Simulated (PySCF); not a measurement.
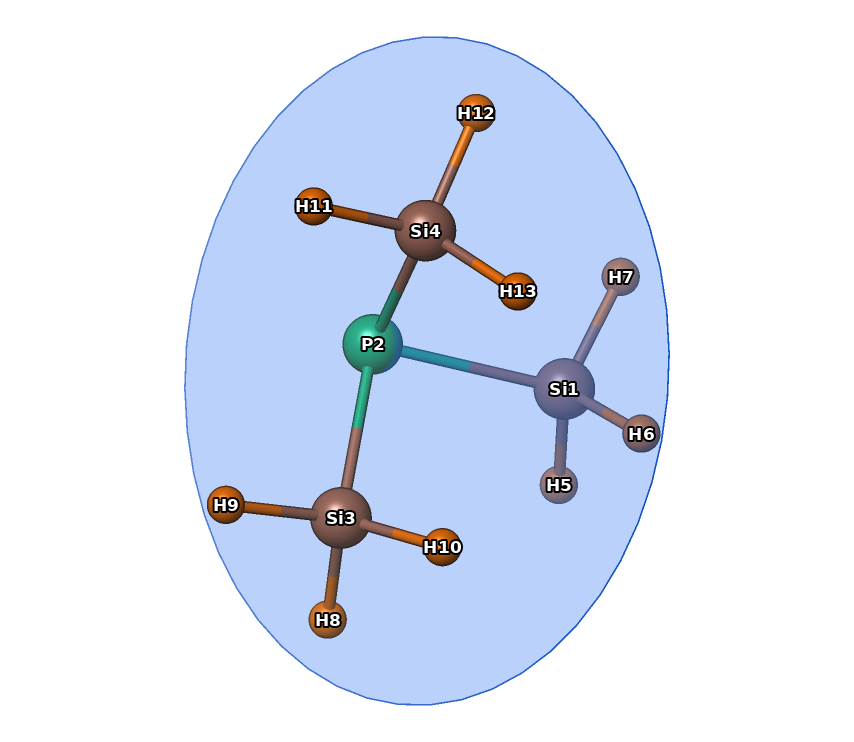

A disc through the centre of mass is drawn in. Atoms fade into the background with distance from the viewer. Computed geometry: PBE0-D3(BJ)/def2-TZVP optimisation. No frequency run is at hand to confirm it as a minimum.

> Is the plane of the disc a mirror plane of the structure?

No. The point group is C3v, with 1 C3 axis and 3 mirror planes, and this plane isn't one of its mirror planes.
